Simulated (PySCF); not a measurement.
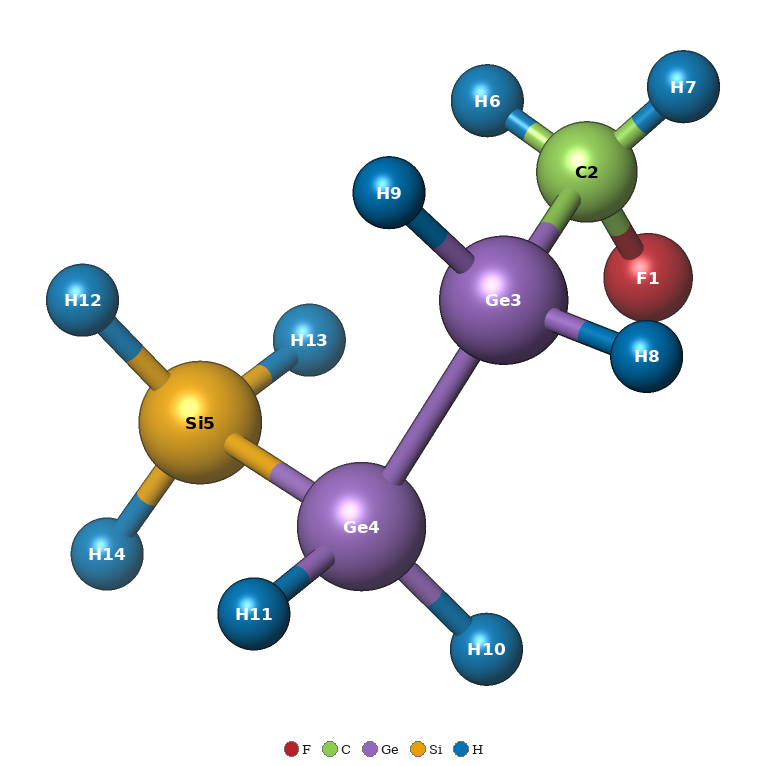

Computed geometry: PBE0-D3(BJ)/def2-SVP optimisation. No frequency run is at hand to confirm it as a minimum. Properties computed with delta-SCF UKS SCAN, pcX-2 on the ionised atom, pcseg-1 elsewhere, spin-free X2C (PySCF 2.14.0).

Give the core-electron binding energies (to vacuum; p and d levels without spin–orbit splitting) of F1 1s, C2 1s, Si5 1s, Si5 2p.

```json
{"atom": "F1", "level": "1s", "binding energy (eV)": "692.3"}
{"atom": "C2", "level": "1s", "binding energy (eV)": "292.5"}
{"atom": "Si5", "level": "1s", "binding energy (eV)": "1846.2"}
{"atom": "Si5", "level": "2p", "binding energy (eV)": "106.7"}
```
